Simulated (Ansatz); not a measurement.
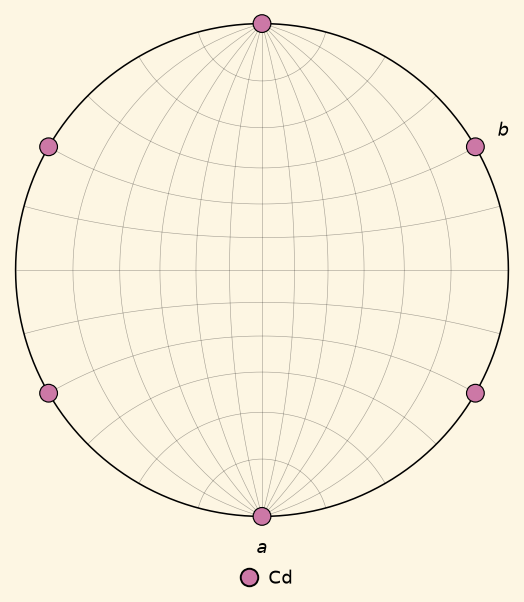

Directions from one cadmium atom at (1/3, 2/3, 1/4) to its bonded neighbours, in stereographic projection down c (filled: above the plane of the page or in it, open: below). Crystal: Cd, the input geometry of an electronic-structure calculation (not necessarily at equilibrium). All values are computed from the atomic coordinates in the standard setting (tolerance 0.002 Å).

Neighbours are counted up to 3.31 Å for Cd.

```cif
data_structure
_symmetry_space_group_name_H-M 'P 1'
_symmetry_Int_Tables_number 1
_cell_length_a 2.9509
_cell_length_b 2.9509
_cell_length_c 5.8839
_cell_angle_alpha 90.000
_cell_angle_beta 90.000
_cell_angle_gamma 120.000
_cell_volume 44.37
loop_
_atom_site_label
_atom_site_type_symbol
_atom_site_fract_x
_atom_site_fract_y
_atom_site_fract_z
_atom_site_occupancy
Cd1 Cd 0.33333 0.66667 0.25000 1
Cd2 Cd 0.66667 0.33333 0.75000 1
```

Question: How many neighbours are there, and at what angles?

Answer: 6: 6 Cd at 2.95 Å. Angles between bonds: 60° (6×), 120° (6×), 180° (3×).

Question: What is the site's symmetry in the crystal?

Answer: Point group -6m2 (D3h), order 12: one −6 axis, three twofold axes, four mirror planes. In P6₃/mmc (No. 194) this is Wyckoff position 2c.
